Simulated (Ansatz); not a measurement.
System: Ca2Al2O3.

Input file:

```
crystal:
  lattice:
    - [-3.6665267009, 3.6665267009, 3.6665267009]
    - [3.6665267009, -3.6665267009, 3.6665267009]
    - [3.6665267009, 3.6665267009, -3.6665267009]
  atoms:
    - { symbol: Ca, position: [0.0010458836, 0.5, 0.0] }
    - { symbol: Ca, position: [0.0, 0.0010458836, 0.5] }
    - { symbol: Ca, position: [0.5, 0.0, 0.0010458836] }
    - { symbol: Ca, position: [0.4989541164, 0.4989541164, 0.4989541164] }
    - { symbol: Al, position: [0.5, 0.0, 0.4988220239] }
    - { symbol: Al, position: [0.4988220239, 0.5, 0.0] }
    - { symbol: Al, position: [0.0, 0.4988220239, 0.5] }
    - { symbol: Al, position: [0.0011779761, 0.0011779761, 0.0011779761] }
    - { symbol: O, position: [0.5263944789, 0.75, 0.2763944789] }
    - { symbol: O, position: [0.25, 0.2236055211, 0.9736055211] }
    - { symbol: O, position: [0.75, 0.2763944789, 0.5263944789] }
    - { symbol: O, position: [0.9736055211, 0.25, 0.2236055211] }
    - { symbol: O, position: [0.2236055211, 0.9736055211, 0.25] }
    - { symbol: O, position: [0.2763944789, 0.5263944789, 0.75] }
basis:
  ecutwfc: 420
kpoints:
  mp_grid: { grid: [6, 6, 6] }
hamiltonian:
  xc: pbe
scf:
  occupations: { method: gaussian, width: 0.1 }
output:
  forces: true
  stress: true
  eigenvalues: true
  write_density: true
  write_potential: true
  elf: true
  volumetric_format: npy
relax:
  adjacent_minimum: "off"
  f_tol: 0.01
  max_steps: 30
```

Run with:

```sh
ansatz run input.yaml --threads 1 --pin off --max-ram 2560MiB --backend cpu --events-out ev --progress --plain --runs-dir out
```

Below, planes, directions and counts refer to the conventional cell (a = 7.33 Å, b = 7.33 Å, c = 7.33 Å, α = 90.00°, β = 90.00°, γ = 90.00°).

The fields are those of the run's last geometry, not of the input's.

Space group I2₁3; a generated structure, not necessarily the stable one; changed on purpose from its base cell (volume × 0.97, shape and atoms relaxed); computed pressure about 2 GPa in this cell.

The calculation used DFT PBE, scalar-relativistic, plane waves, PAW in Ansatz 0.2.0.

Q: What will maps of the valence pseudo-density and electron localisation function show?

A: Al–O (1.85 Å): ρ is about 0.63 e/Å³ halfway; the ELF peaks at about 0.85 in the valence shell of O, 0.6 Å from its nucleus, and is about 0.75 at the midpoint.

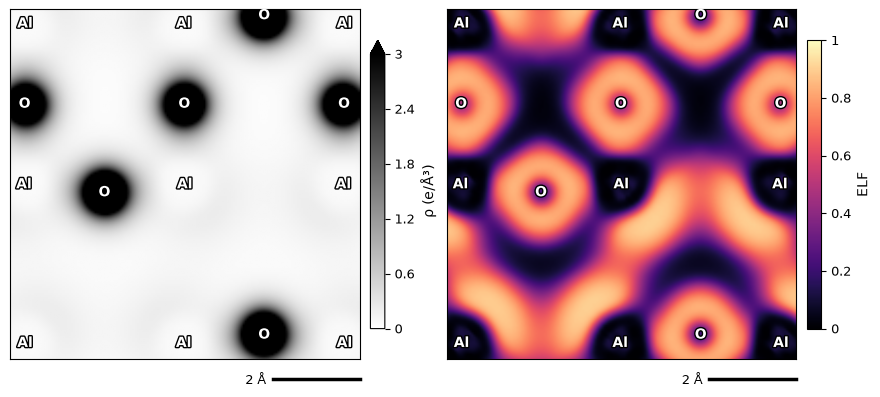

Computed valence pseudo-density and electron localisation function on the (100) plane of the conventional cell, in this order. 

Core electrons are frozen (PAW), and the valence fields are smoothed inside the atomic spheres.
